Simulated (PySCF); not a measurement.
**Excited-state calculation of C$_{4}$H$_{10}$OSSi**

System: C$_{4}$H$_{10}$OSSi.
Method: TDDFT PBE0/def2-SVPD, vertical, gas phase, core orbitals frozen in the response (PySCF 2.14.0).

The geometry comes from this level: GFN2-xTB. It belongs to a series of runs on one base structure; here: H on S replaced by vinyl.

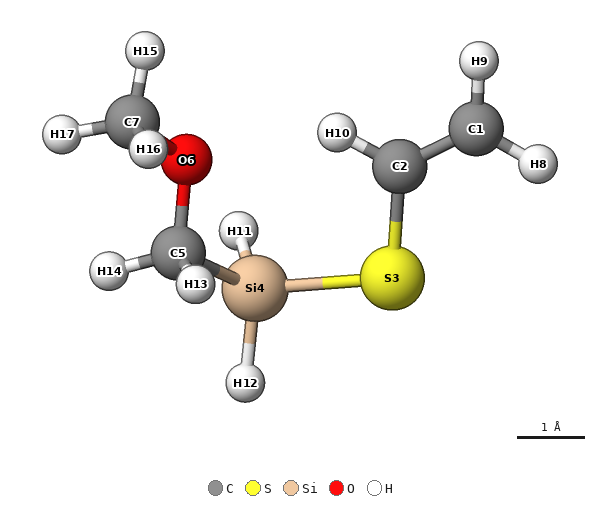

Fig. 1: The input geometry (ball-and-stick view, seen at a tilt; atoms are numbered from 1 in the order of the input). Bond lengths as drawn: C–C 1.32 Å, C–H 1.08 to 1.10 Å, C–O 1.40 to 1.42 Å, C–S 1.77 Å, C–Si 1.91 Å, H–Si 1.46 Å and S–Si 2.15 Å.

## Input
```
{"job": {"kind": "uv", "xc": "PBE0", "basis": "def2-SVPD", "nstates": 8, "ntriplets": 3}, "charge": 0, "multiplicity": 1}
C     -3.222432     0.745117    -0.007980
C     -2.050033     0.151497     0.122677
S     -1.846706    -1.597183    -0.054133
Si     0.196318    -1.882140     0.549036
C      1.380364    -0.764441    -0.447215
O      1.163281     0.551510     0.027067
C      1.983225     1.509674    -0.588282
H     -4.117412     0.186839    -0.219534
H     -3.318927     1.812356     0.094746
H     -1.140106     0.689750     0.330864
H      0.329495    -1.548269     1.962498
H      0.429684    -3.284109     0.232659
H      1.198395    -0.812279    -1.530515
H      2.427945    -1.054643    -0.285688
H      1.719207     2.474518    -0.158894
H      1.817248     1.533354    -1.672787
H      3.043454     1.300480    -0.398032
```

The first line tells a small driver script what to run in PySCF; the rest is the geometry in Å.

Machine: 1 CPU thread, shared host.

Run as:
```bash
OMP_NUM_THREADS=1 python <driver script> task.json out
```

## The program's output
```
coarse grid: 14880 points
cycle   1  E = -920.2507655982  dE =  5.873e-01  |g| = 5.218e-01  |ddm| = 5.983e+00
cycle   2  E = -920.1912589076  dE =  5.951e-02  |g| = 7.617e-01  |ddm| = 1.541e+00
cycle   3  E = -920.3108129552  dE = -1.196e-01  |g| = 8.077e-02  |ddm| = 8.416e-01
cycle   4  E = -920.3120155445  dE = -1.203e-03  |g| = 2.791e-02  |ddm| = 1.419e-01
cycle   5  E = -920.3122095512  dE = -1.940e-04  |g| = 8.010e-03  |ddm| = 6.569e-02
cycle   6  E = -920.3122271296  dE = -1.758e-05  |g| = 2.396e-03  |ddm| = 2.076e-02
cycle   7  E = -920.3122287454  dE = -1.616e-06  |g| = 7.858e-04  |ddm| = 5.359e-03
final grid: 133432 points
cycle   8  E = -920.4234610699  dE = -3.056e-05  |g| = 1.094e-02  |ddm| = 1.147e-01
cycle   9  E = -920.4234373542  dE =  2.372e-05  |g| = 1.511e-02  |ddm| = 3.208e-02
cycle  10  E = -920.4234882121  dE = -5.086e-05  |g| = 1.194e-03  |ddm| = 1.812e-02
cycle  11  E = -920.4234885301  dE = -3.180e-07  |g| = 2.185e-04  |ddm| = 1.563e-03
cycle  12  E = -920.4234885413  dE = -1.122e-08  |g| = 8.698e-05  |ddm| = 4.960e-04
cycle  13  E = -920.4234885436  dE = -2.283e-09  |g| = 2.355e-05  |ddm| = 1.880e-04
cycle  14  E = -920.4234885438  dE = -1.353e-10  |g| = 5.024e-06  |ddm| = 4.962e-05
```

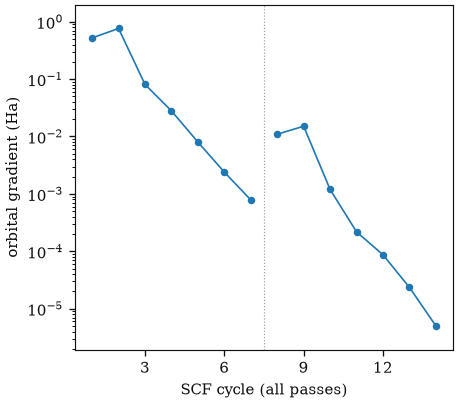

Fig. 2: Convergence of the self-consistent field: orbital gradient against the SCF cycle. The dotted line marks the change from a coarse to the final integration grid. The first 7 cycles use a coarse grid, the final grid takes over at cycle 8, and the field converges after 14 cycles in all.

```
converged SCF energy = -920.4234885438

Static polarisability (au): isotropic 104.378, principal 79.756 104.775 128.604

Singlet excitations
state   eV       nm        f      main configurations
  1   5.3368    232.3   0.01898   H->L+1 0.62, H->L 0.21, H->L+2 0.09
  2   5.5970    221.5   0.19269   H->L 0.65, H->L+1 0.28
  3   5.7887    214.2   0.02928   H->L+2 0.45, H->L+3 0.34, H->L 0.08
  4   6.1783    200.7   0.00780   H->L+3 0.58, H->L+2 0.38
  5   6.5354    189.7   0.00058   H->L+4 0.48, H->L+5 0.39
  6   6.5993    187.9   0.00983   H->L+5 0.54, H->L+4 0.34
  7   6.8065    182.2   0.00320   H->L+6 0.40, H->L+7 0.27, H-1->L 0.19
  8   6.8424    181.2   0.00840   H-1->L 0.56, H->L+7 0.25

Triplet excitations (Tamm-Dancoff, eV): 3.8831 5.0913 5.4080
```

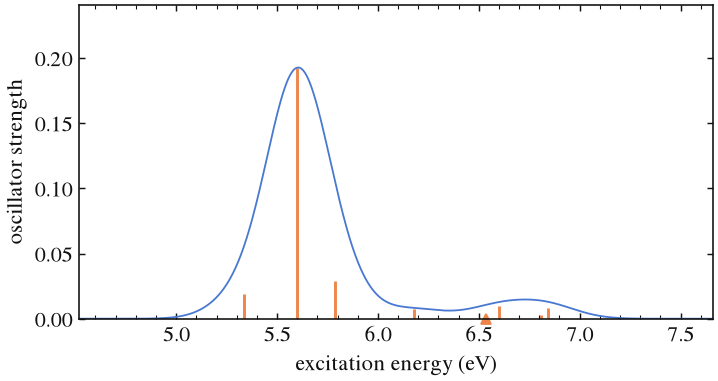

Fig. 3: Computed excitations as sticks (degenerate states added up, dark ones marked on the axis), with a Gaussian envelope of 0.35 eV full width at half maximum, scaled to the tallest. Of the 8 states the lowest lies at 5.34 eV (f = 0.019); the strongest line is at 5.60 eV, or 222 nm (f = 0.193).

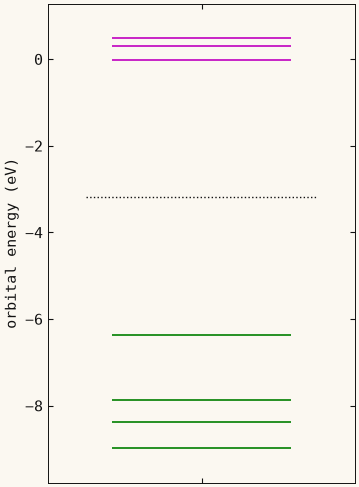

Fig. 4: Orbital energies near the frontier; the dotted line parts filled from empty levels, and levels within 0.02 eV of each other stand side by side. Highest filled −6.38 eV, lowest empty −0.01 eV, 6.37 eV apart.

## Key numbers

| quantity | value |
| --- | --- |
| outcome | converged |
| total energy | −920.423489 hartree |
| HOMO | −6.38 eV |
| LUMO | −0.01 eV |
| dipole moment | 2.69 D |
| mean polarisability | 104.38 a.u. |
| lowest singlet excitation | 5.34 eV |
| wall time | 90 s |
| peak memory | 0.94 GiB |
